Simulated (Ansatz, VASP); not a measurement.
# BP: VASP beside Ansatz

One calculation is typed for both programs; each brings its own data sets. How far apart do they land? The cell is taken from a series of VASP runs on this material, whose earlier steps may have relaxed, scaled or displaced it; both programs get it as it stands. Valence electrons are named where the data sets of a main pair hold unlike numbers.

Calculated with Ansatz 0.2.0; plane waves, with VASP 6.6.1 beside it; band structure at HSE06.

## 1. Set-up

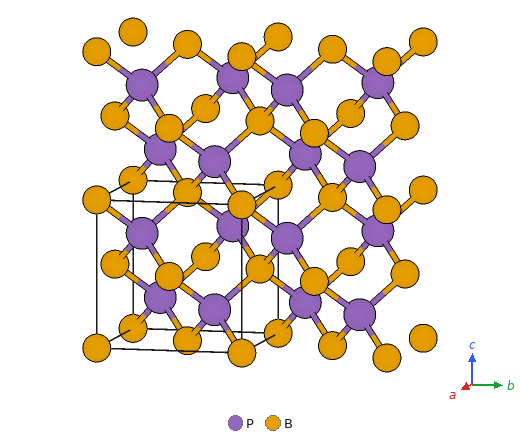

Start, viewed slightly off an axis; phosphorus purple, boron orange. 1×2×2 cells are drawn. This picture shows the conventional cell, with its axes. Bonds to atoms that aren't drawn are left out. Some periodic images of atoms are drawn too.

## 2. Ansatz: band structure, HSE06

Ansatz runs on its default PAW (the set named soft_2) files.

The same path points are solved in both programs, so levels can be compared one by one.

Contents of input.yaml:

```yaml
crystal:
  lattice:
    - [0.0, 2.269, 2.269]
    - [2.269, 0.0, 2.269]
    - [2.269, 2.269, 0.0]
  atoms:
    - { symbol: P, position: [0.75, 0.75, 0.75] }
    - { symbol: B, position: [0.0, 0.0, 0.0] }
hamiltonian:
  xc: { exchange: pbe, correlation: pbe, exx: { coeff: 0.25, omega: 0.2 } }
  pseudopotentials: { kind: paw }
kpoints:
  mp_grid: { grid: [6, 6, 6] }
  band_path:
    path:
      - [0.0, 0.0, 0.0]
      - [0.38889, 0.0, 0.38889]
      - [0.5, 0.0, 0.5]
      - [0.5, 0.22222, 0.72222]
      - [0.40278, 0.34722, 0.75]
      - [0.125, 0.125, 0.25]
      - [0.27778, 0.27778, 0.27778]
      - [0.55556, 0.38889, 0.55556]
      - [0.58333, 0.25, 0.66667]
      - [0.5, 0.30556, 0.69444]
      - [0.48611, 0.48611, 0.52778]
      - [0.625, 0.25, 0.625]
      - [0.5, 0.0, 0.5]
    npoints: 1
scf:
  occupations: { method: gaussian, width: 0.03 }
  n_extra_bands: 7
output:
  forces: true
  stress: true
  eigenvalues: true
```

On the command line:

```console
ansatz run input.yaml --threads 4 --pin off --max-ram 9216MiB --backend cpu --events-out ev --progress --plain --runs-dir out
```

Numbers of over 12 decimals in the logs are rounded to 6 here.

Output:

```text
Warning: output.stress: scf.convergence.dr2_threshold = 1e-7 eV (the SCF's general default) is looser than the 2e-10 eV advised for a printed stress (1e-10 eV for each atom of the cell: 2). What an SCF threshold leaves in a stress goes as its square root, and in the free energy as the threshold itself, and one threshold admits the most on a small cell: [figures from the program's tests cut] Set scf.convergence.dr2_threshold to 2e-10 eV or tighter. The threshold is an SCF's pass mark: one that does not reach it within its budget of iterations ends unconverged, or closes short of it on a stop that the run arms, and scf.convergence.dr2_threshold's page says what that costs each kind of run
Warning: output.stress: scf.exx.energy_threshold = 1e-6 eV is looser than the 2e-8 eV advised for a stress under a hybrid functional (1e-8 eV for each atom of the cell: 2). Every SCF of the exchange loop can meet its threshold on dr2 while the loop round them stops early: no threshold on dr2 bounds what that leaves in the stress. Set scf.exx.energy_threshold to 2e-8 eV or tighter. The threshold is the loop's pass mark: a loop that does not reach it within its budget of cycles ends unconverged, and scf.exx.energy_threshold's page has the law
scf.n_extra_bands = 7 over 4 filled bands (N_el = 8.0): the run solves 11 bands
Engine: ansatz 0.2.0, aarch64-unknown-linux-gnu
Pseudopotentials: kind: paw
Pseudopotential: P, paw, valence charge 5, recommended cutoff 420 eV (normal), P.paw.azcp
Pseudopotential: B, paw, valence charge 3, recommended cutoff 420 eV (normal), B.paw.azcp
Functional definition: unnamed
  parameter a_1 = 0.25
  parameter omega_1 = 0.2/angstrom
  exchange = pbe_x + (-a_1)*pbe_x_sr(omega_1) + a_1*exact_x_sr(omega_1)
  correlation = pbe_c
Crystal: 2 atoms, lattice volume = 23.363 Å³
Basis set: ecut = 420 eV, 459 PW (Γ), exchange–correlation on 48×48×48 points (8 copies of the dense FFT grid, shifted against one another)
Bands: 11, of which v1, the nominal top of the filled ones, is band 4 counted from 1 (3 counted from 0)
Symmetry: 24 space group operations
Space group: F-43m (ITA 216), of the structure as read, at distance tolerance 2.9e-5 Å
k-points: 16 of 216 (time reversal used)
Non-local potential: P, projectors of the file, l = 0: 2, l = 1: 2, l = 2: 2
Non-local potential: B, projectors of the file, l = 0: 2, l = 1: 2, l = 2: 1
PAW form: soft (Blöchl's): semilocal exchange-correlation on the pseudo side does not see the compensation charge
PAW frozen core: P, regenerated for the run's functional, and the local potential with it (the file was generated under x = pbe(κ = 0.804, μ = 0.219515), c = pbe(β = 0.066725))
PAW frozen core: B, regenerated for the run's functional, and the local potential with it (the file was generated under x = pbe(κ = 0.804, μ = 0.219515), c = pbe(β = 0.066725))
PAW one-centre angular grid: P, 110 points (default); XC on 64 Gauss nodes
PAW one-centre angular grid: B, 110 points (default); XC on 64 Gauss nodes
Initial density: superposition of atomic densities (neutral atoms: chi_scale 0, normalization atom), corrected by the library's trained network
Initial wavefunctions: pseudopotential atomic-orbital guess
Functional: x = pbe(κ = 0.804, μ = 0.219515), c = pbe(β = 0.066725), warm-up for x = pbe(κ = 0.804, μ = 0.219515) + 0.25 (exact − pbe) at short range (hse, ω = 0.2 Å⁻¹), c = pbe(β = 0.066725)
SCF iter   1: F=—  HF=-912.425065 eV  |F-HF|=—  |Δ(HF+E_count)|=         —  Δρ=9.70e-4  dr2=6.98e-5  ethr=1.77e-3  ⟨swp⟩=2.0  Hψ=1221  notcnv=0
preconditioner: auto → none  [insulator: Δε(μ)=1.325 eV  Ē_g=16.091 eV  σ=0.030 eV  W_gap=1.00  n_scr=0 (ndim 8)  ℏωp=21.7 eV  f_vac=0.000  D(μ)=0.00/eV (n_scr^D=0)]
SCF iter   2: F=-912.425187 eV  HF=-912.425153 eV  |F-HF|=3.43e-5  |Δ(HF+E_count)|=   8.73e-5  Δρ=4.67e-4  dr2=1.21e-5  ethr=8.72e-7  ⟨swp⟩=2.4  Hψ=260  notcnv=0  defer=2
SCF 1 stopped early in 2 iterations: F = -912.425187 eV  dr2 = 1.21e-5
  greatest PAW one-centre occupation: 0.773 electrons in one spin orbital (limit 2), on the P atom at site 0 (counted from 0), in its partial waves of l = 0
Initial density: handed on by an earlier stage of this run
Initial wavefunctions: those handed on with the density
Functional: x = pbe(κ = 0.804, μ = 0.219515) + 0.25 (exact − pbe) at short range (hse, ω = 0.2 Å⁻¹), c = pbe(β = 0.066725)
Exchange kernel: α = 0.2500, screened, ω = 0.2000 Å⁻¹, Wigner–Seitz truncation, v(0) = 1124.3044 eV·Å³, q-mesh 6×6×6, nearest image of the exchange supercell L = 19.25 Å, pair-density grid 12×12×12, without the augmentation charges, whose exchange is taken in its separable form by FFT convolution over the k-point mesh (sized by the pseudopotential files, 18×18×18 at the most), smooth part of the exact exchange by density-matrix convolution
Frozen-core exchange: fock
SCF iter   1: F=—  HF=-913.118328 eV  |F-HF|=—  |Δ(HF+E_count)|=         —  Δρ=4.39e-3  dr2=2.55e-3  ethr=1.51e-6  ⟨swp⟩=6.8  Hψ=885  notcnv=0
preconditioner: auto → none  [insulator: Δε(μ)=2.032 eV  Ē_g=18.066 eV  σ=0.030 eV  W_gap=1.00  n_scr=0 (ndim 8)  ℏωp=21.7 eV  f_vac=0.000  D(μ)=0.00/eV (n_scr^D=0)]
SCF iter   2: F=—  HF=-913.117305 eV  |F-HF|=—  |Δ(HF+E_count)|=   1.02e-3  Δρ=1.97e-3  dr2=6.00e-4  ethr=1.51e-6  ⟨swp⟩=3.0  Hψ=327  notcnv=0
SCF iter   3: F=—  HF=-913.119157 eV  |F-HF|=—  |Δ(HF+E_count)|=   1.85e-3  Δρ=6.21e-4  dr2=5.11e-5  ethr=1.51e-6  ⟨swp⟩=3.2  Hψ=318  notcnv=0  defer=1
iter 4 solved again at ethr=1.46e-8 eV; its pass at ethr=5.74e-7 eV (dr2=1.17e-6 eV) is discarded
SCF iter   4: F=—  HF=-913.119140 eV  |F-HF|=—  |Δ(HF+E_count)|=   1.74e-5  Δρ=8.44e-5  dr2=4.09e-6  ethr=1.46e-8  ⟨swp⟩=3.1  Hψ=626  notcnv=0
SCF iter   5: F=-913.119160 eV  HF=-913.119160 eV  |F-HF|=5.51e-7  |Δ(HF+E_count)|=   2.04e-5  Δρ=8.13e-5  dr2=1.09e-6  ethr=1.46e-8  ⟨swp⟩=3.4  Hψ=320  notcnv=0
SCF 2 stopped early in 5 iterations: F = -913.119160 eV  dr2 = 1.09e-6
  greatest PAW one-centre occupation: 0.770 electrons in one spin orbital (limit 2), on the P atom at site 0 (counted from 0), in its partial waves of l = 0
hybrid outer 1: dexx = +2.286e-3 eV, tail = 3.39e-6 eV
Exchange kernel: α = 0.2500, screened, ω = 0.2000 Å⁻¹, Wigner–Seitz truncation, v(0) = 1124.3044 eV·Å³, q-mesh 6×6×6, nearest image of the exchange supercell L = 19.25 Å, pair-density grid 12×12×12, without the augmentation charges, whose exchange is taken in its separable form by FFT convolution over the k-point mesh (sized by the pseudopotential files, 18×18×18 at the most), smooth part of the exact exchange by density-matrix convolution
Frozen-core exchange: fock
SCF iter   1: F=—  HF=-913.119152 eV  |F-HF|=—  |Δ(HF+E_count)|=         —  Δρ=2.36e-5  dr2=1.93e-7  ethr=2.12e-7  ⟨swp⟩=4.7  Hψ=449  notcnv=0
preconditioner: auto → none  [insulator: Δε(μ)=2.084 eV  Ē_g=18.074 eV  σ=0.030 eV  W_gap=1.00  n_scr=0 (ndim 8)  ℏωp=21.7 eV  f_vac=0.000  D(μ)=0.00/eV (n_scr^D=0)]
SCF iter   2: F=-913.119152 eV  HF=-913.119152 eV  |F-HF|=4.59e-10  |Δ(HF+E_count)|=   4.76e-8  Δρ=6.48e-6  dr2=6.63e-9  ethr=1.86e-9  ⟨swp⟩=3.0  Hψ=285  notcnv=0
SCF 3 converged in 2 iterations: F = -913.119152 eV  dr2 = 6.63e-9
  Residual-converged pass: ⟨swp⟩=3.2  Hψ=299  notcnv=0  max |occ|·‖R‖ = 2.3e-6 eV (tolerance 2.4e-6 eV)  dr2=6.75e-9  dr2_onsite=1.17e-10  max |Δocc| = 0.0e0
hybrid outer 2: dexx = +2.257e-8 eV, tail = 1.37e-8 eV, Δε = 1.53e-3 eV (about 1.46e-4 eV left of the loop's levels)
NSCF: frozen V_eff on 13 k-points
hybrid SCF converged: 2 outer / 7 inner (+2 warm-up), last move |dexx| = 2.26e-8 eV, tail = 1.37e-8 eV
Stability not checked: this state was not tested for a lower state beside it, because the functional holds exact exchange (a hybrid, or Hartree-Fock), whose exchange loop this test does not read (fock_operator; see scf.lower_state_search)
Free energy (F): -913.119152 eV
Frozen-core exchange: fock
Harris-Foulkes:  -913.119152 eV  (|F-HF|=4.59e-10)
Internal energy: -913.119152 eV  (E = F + TS)
E sigma→0 (E₀):  -913.119152 eV
Fermi energy:    9.884044 eV
--- Per-component energies (eV) ---
  E_band       = 13.428233
  E_kinetic    = 121.519193
  E_local      = -66.955023  (includes V_loc(G=0)·N_el)
  E_nonlocal   = 44.254973
  E_hartree    = 17.022877
  E_xc         = -77.326189
  E_vxc        = -81.463762  (∫ρ·V_xc dr)
  E_exx        = -13.857261  (= α·E_x^exact, valence–valence)
  E_paw        = -652.197929  (= ΣΔE_a)
  E_vpaw       = -10.258443  (= ΣTr[D̂ρ^β])
  E_aug_tail   = 0.000001  (compensation charges beyond the density's cutoff)
  E_ewald      = -285.491518
  E_core_change = -0.088275  (= ΣΔE_core)
  E_smearing   = -0.000000  (= −TS)
  E_closure    = -0.000001  (closes the sum)
  Σ components = -913.119152   (vs F -913.119152, Δ=0.00e0)
--- Forces (eV/Å), atoms counted from 1 ---
  atom   1  P      0.00000000     0.00000000    -0.00000000
  atom   2  B     -0.00000000     0.00000000     0.00000000
  max |Σ_I F_I| component: 3.52e-16 eV/Å
--- Stress (GPa, compression-positive) ---
       -1.506421      -0.000000      -0.000000
       -0.000000      -1.506421       0.000000
       -0.000000       0.000000      -1.506421
  P = ⅓ Tr σ = -1.5064 GPa (-15.064 kbar)
--- Band table (eV; the first three rows and the last of 16) ---
  k-point 0: bands = [-8.2541, 8.8423, 8.8423, 8.8423, 13.2030, 13.2030, 13.2030, 17.5540, ... 3 higher]
  k-point 1: bands = [-7.7076, 5.7583, 8.1335, 8.1335, 13.8383, 14.1722, 14.1722, 18.8973, ... 3 higher]
  k-point 2: bands = [-6.1477, 1.4092, 7.2365, 7.2365, 13.7207, 14.7522, 14.7522, 20.2976, ... 3 higher]
  k-point 15: bands = [-2.6382, -0.3505, 3.0497, 3.1857, 13.5942, 14.2408, 19.3601, 20.0245, ... 3 higher]
```

The job ended after 12 s (4 threads of Arm Neoverse V2, shared host; peak memory 0.59 GiB).

## 3. VASP: band structure, HSE06

The same cell, functional, mesh and smearing now go to VASP, with its own data sets.

Lines of VASP's logs that name or quote its potential files are left out, and so is its time.

The run reads the wave functions of an earlier VASP run, which isn't shown here.

Contents of INCAR:

```
SYSTEM = BP
PREC = Accurate
ENCUT = 370
EDIFF = 1E-06
NELM = 100
ISMEAR = 0
SIGMA = 0.03
LREAL = .FALSE.
ALGO = Normal
LHFCALC = .TRUE.
AEXX = 0.25
GGA = PE
HFSCREEN = 0.2
LASPH = .TRUE.
NBANDS = 10
PRECFOCK = Fast
LORBIT = 11
LWAVE = .FALSE.
LCHARG = .FALSE.
KPAR = 4
```

Contents of POSCAR:

```
BP
1.0
    0.0000000000      2.2690000000      2.2690000000
    2.2690000000      0.0000000000      2.2690000000
    2.2690000000      2.2690000000      0.0000000000
P B
1 1
Direct
    0.7500000000      0.7500000000      0.7500000000
    0.0000000000      0.0000000000      0.0000000000
```

Contents of KPOINTS:

```
Automatic mesh
0
Gamma
6 6 6
0 0 0
```

Contents of KPOINTS_OPT:

```
Line mode
10
Line-mode
Reciprocal
  0.00000000   0.00000000   0.00000000 GAMMA
  0.50000000   0.00000000   0.50000000 X

  0.50000000   0.00000000   0.50000000 X
  0.50000000   0.25000000   0.75000000 W

  0.50000000   0.25000000   0.75000000 W
  0.37500000   0.37500000   0.75000000 K

  0.37500000   0.37500000   0.75000000 K
  0.00000000   0.00000000   0.00000000 GAMMA

  0.00000000   0.00000000   0.00000000 GAMMA
  0.50000000   0.50000000   0.50000000 L

  0.50000000   0.50000000   0.50000000 L
  0.62500000   0.25000000   0.62500000 U

  0.62500000   0.25000000   0.62500000 U
  0.50000000   0.25000000   0.75000000 W

  0.50000000   0.25000000   0.75000000 W
  0.50000000   0.50000000   0.50000000 L

  0.50000000   0.50000000   0.50000000 L
  0.37500000   0.37500000   0.75000000 K

  0.62500000   0.25000000   0.62500000 U
  0.50000000   0.00000000   0.50000000 X
```

PAW data sets: P and B (PBE family, release 64).

On the command line:

```console
mpirun -np 4 vasp_std
```

Output:

```text
[banner, memory and clock lines left out]
running    4 mpi-ranks, on    1 nodes
 distrk:  each k-point on    1 cores,    4 groups
 distr:  one band on    1 cores,    1 groups

 POSCAR found type information on POSCAR P B
 POSCAR found :  2 types and       2 ions
 LDA part: xc-table for (Slater+PW92), standard interpolation
 found WAVECAR, reading the header
 POSCAR, INCAR and KPOINTS ok, starting setup
 FFT: planning ... GRIDC
 FFT: planning ... GRID_SOFT
 FFT: planning ... GRID
 reading WAVECAR
 the WAVECAR file was read successfully
 initial charge from wavefunction
 entering main loop
       N       E                     dE             d eps       ncg     rms          rms(c)
DAV:   1    -0.148536592667E+02   -0.14854E+02   -0.65989E-01   332   0.648E+00    0.298E+00
DAV:   2    -0.148571259151E+02   -0.34666E-02   -0.12107E-02   366   0.771E-01    0.195E+00
DAV:   3    -0.148561375242E+02    0.98839E-03   -0.53317E-04   374   0.163E-01    0.110E+00
DAV:   4    -0.148557757490E+02    0.36178E-03   -0.12488E-04   364   0.801E-02    0.616E-01
DAV:   5    -0.148556568455E+02    0.11890E-03   -0.37516E-05   368   0.484E-02    0.345E-01
DAV:   6    -0.148556165499E+02    0.40296E-04   -0.13395E-05   394   0.293E-02    0.193E-01
DAV:   7    -0.148556042673E+02    0.12283E-04   -0.43993E-06   364   0.167E-02    0.109E-01
DAV:   8    -0.148556003393E+02    0.39280E-05   -0.15116E-06   248   0.987E-03    0.617E-02
DAV:   9    -0.148555991170E+02    0.12222E-05   -0.65551E-07   180   0.638E-03    0.341E-02
DAV:  10    -0.148555988133E+02    0.30375E-06   -0.22600E-07   184   0.364E-03
   1 F= -.14855599E+02 E0= -.14855599E+02  d E =-.300216E-17
 Start KPOINTS_OPT (optional k-point list driver)
k-point batch [1-16\100]
       N       E                     dE             ncg
DAV:   1     0.359018843065E+03   -0.33606E+04      320
DAV:   2     0.495279356670E+02   -0.30949E+03      440
DAV:   3     0.323549388700E+02   -0.17173E+02      424
DAV:   4     0.322213527829E+02   -0.13359E+00      436
DAV:   5     0.322208043105E+02   -0.54847E-03      450
DAV:   6     0.322208012083E+02   -0.31022E-05      434
DAV:   7     0.322208011926E+02   -0.15718E-07      458
[...]
k-point batch [97-100\100]
       N       E                     dE             ncg
DAV:   1     0.377910104391E+04   -0.12507E+04       80
DAV:   2     0.371392336552E+04   -0.65178E+02      112
DAV:   3     0.371174877574E+04   -0.21746E+01      118
DAV:   4     0.371173526214E+04   -0.13514E-01      128
DAV:   5     0.371173518673E+04   -0.75411E-04      112
DAV:   6     0.371173518639E+04   -0.33629E-06      120
```

[end of part 1 of 2]

[Lines on the potential files, build, host, timing and source positions are cut from VASP's logs without a mark.]

[Logs are printed without paths, hosts, clocks, repeated set-up lines and the standing remarks that a program may print on its own settings, such as how far it seeks lower states.]

[Hosts, paths, dates, database ids (printed as entryN), source tags and the programs' standing remarks are cut or masked in the printed files.]
